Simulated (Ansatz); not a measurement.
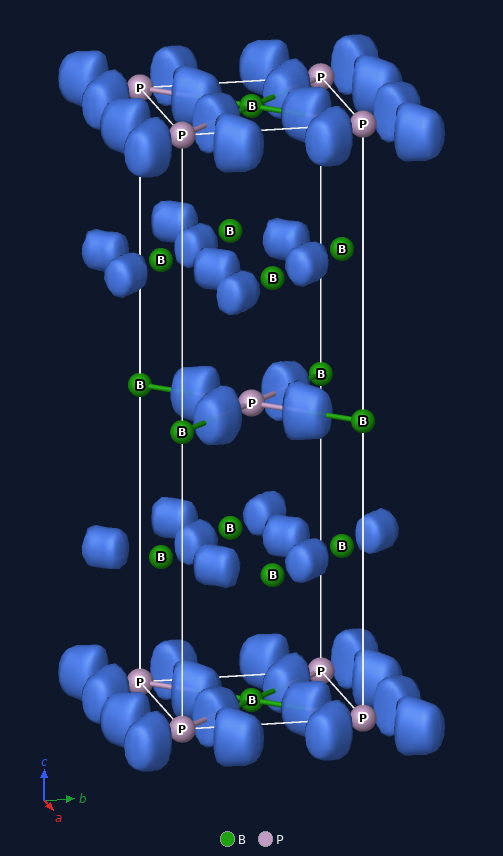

Figure 1: B$_{3}$P. Isosurface of the electron localisation function at 0.8 (blue), seen slightly off an axis. Core shells and regions of very low density are left out. Sticks mark near contacts.

Space group I4/mmm; started from the TiAl3 (D0_22)_139 prototype, which need not be the ambient phase.

Level of theory: Ansatz, DFT PBE, scalar-relativistic, plane waves, PAW.

Identify the bonds, lone pairs and shells in this picture.

At this value the surface marks out eight regions between bonded B–B atoms and eight regions between bonded B–P atoms, counted in one cell of 8 atoms. Any copies at cell faces, edges or corners count once. Along the contacts the grid gives the following. B–P (1.99 Å): the ELF peaks at about 0.90 between the atoms.
